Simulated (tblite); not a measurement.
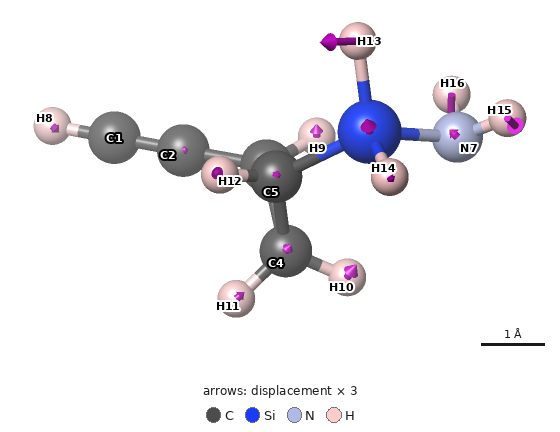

A relaxation of C₅H₉NSi. The starting structure is drawn; purple arrows show the displacements, magnified 3 times. The two geometries are superimposed by the best rigid fit.

Style: ball-and-stick. Shown at a tilt.

All numbers below come from GFN2-xTB geometry optimisation, gas phase (tblite 0.8.0). 

### Which element moves most?

Hydrogen: up to 0.30 Å, against 0.11 Å for silicon.

### What happened in the run?

The energy falls by 5.56 kcal/mol in 57 geometry steps. The largest move after the best rigid fit is that of an H atom, 0.30 Å. Largest moves by element: H 0.30 Å, Si 0.11 Å, N 0.06 Å, C 0.05 Å. Among the contacts that change: C–Si 1.854 → 1.882 Å, N–Si 1.701 → 1.725 Å, C–H 1.072 → 1.049 Å, C–C 1.447 → 1.426 Å. Among the angles between lasting bonds that change: Si–N–H 108.3° → 119.2°, N–Si–H 105.5° → 115.5°, Si–N–H 108.5° → 118.2°.
